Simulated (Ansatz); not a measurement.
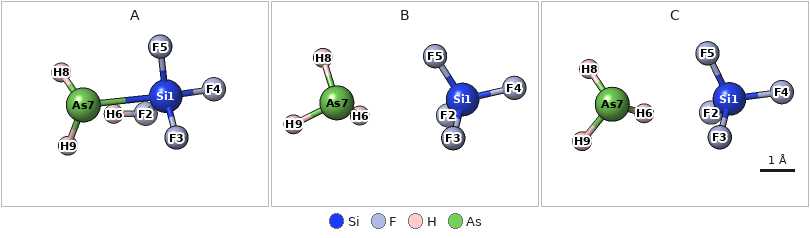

3 geometries from a converged minimum-energy path of SiAsH₃F₄, made up of SiF4 and AsH$_{3}$, shuffled. The picture is a ball-and-stick view, seen face on.

All numbers below come from RKS PBE-D4/def2-SVP in Ansatz 0.2.0. Run with 5 movable images; climbing image; force threshold 0.03 eV/Å; iteration limit 60; starting path through a guess of the saddle point.

One of them is the converged climbing image. Which?

A. In order along the path, whose images run from 0 to 6: B (image 0, 0.0 kJ/mol), C (image 1, +5.5 kJ/mol), A (image 3, +201.4 kJ/mol). Breaking: H6–As7 (1.54 → 1.93 at the top → 3.61 Å), Si1–F2 (1.60 → 1.88 at the top → 3.24 Å). Forming: F2–H6 (2.82 → 1.13 at the top → 0.94 Å), Si1–As7 (3.88 → 2.57 at the top → 2.34 Å).

Limits of the set-up: the start holds two separate molecules, 2.8 Å apart at their closest, whose relative position is a soft coordinate.
